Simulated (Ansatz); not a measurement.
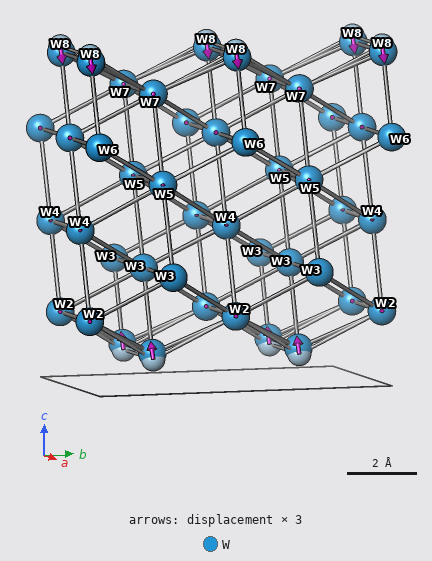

A relaxation of a slab of composition W (cut from the Im-3m phase). The starting structure is drawn faded, the final one solid; purple arrows show the displacements, 3 times their true length.

A ball-and-stick model of the 2 × 2 repeat of the cell, outlined in the plane, without the vacuum, seen slightly off an axis.

The slab is the (2 1 1) face of W.

Computed with Ansatz, DFT PBE, scalar-relativistic, plane waves, PAW.

Input
```yaml
crystal:
  lattice:
    - [2.7570339087, 0.0, 0.0]
    - [0.0, 4.5022175199, 0.0]
    - [0.0, 0.0, 24.0977477397]
  atoms:
    - { symbol: W, position: [0.3333333333, 0.5, 0.3112324057] }
    - { symbol: W, position: [0.6666666667, 0.0, 0.365166004] }
    - { symbol: W, position: [0.0, 0.5, 0.4190996024] }
    - { symbol: W, position: [0.3333333333, 0.0, 0.4730332008] }
    - { symbol: W, position: [0.6666666667, 0.5, 0.5269667992] }
    - { symbol: W, position: [0.0, 0.0, 0.5809003976] }
    - { symbol: W, position: [0.3333333333, 0.5, 0.634833996] }
    - { symbol: W, position: [0.6666666667, 0.0, 0.6887675943] }
basis:
  ecutwfc: 420
kpoints:
  mp_grid: { grid: [12, 8, 1] }
hamiltonian:
  xc: pbe
scf:
  occupations: { method: gaussian, width: 0.1 }
output:
  forces: true
  eigenvalues: true
relax:
  adjacent_minimum: "off"
  f_tol: 0.02
  max_steps: 60
efield:
  axis: 3
  dipole_correction: true
  ramp_width: 0.04
```

Run as
```bash
ansatz run input.yaml --threads 4 --pin off --max-ram 9216MiB --backend cpu --events-out ev --progress --plain --runs-dir out
```

Q: What happened in the run?

A: The largest moves relative to the layer's centre, 0.19 Å, are those of W1 and W8. W8 goes at 25° to the normal (−c side). The lattice vectors keep their values. Some distances before and after: W1–W3 2.757 → 2.554 Å, W1–W2 3.184 → 3.075 Å, W1–W3 (another image) 3.184 → 3.112 Å, W1–W2 (another image) 2.757 → 2.691 Å. Among the angles between lasting bonds that change: W2–W1–W2 109.5° → 113.6°, W2–W1–W3 70.5° → 74.1°. After 6 geometry steps the energy has fallen by 0.480 eV per cell of the calculation. Largest force component: 2.1 eV/Å at the start, 0.0035 eV/Å at the end. Cost: 2.3 min on 4 threads of Arm Neoverse V1 (shared host), peak memory 1.1 GiB.
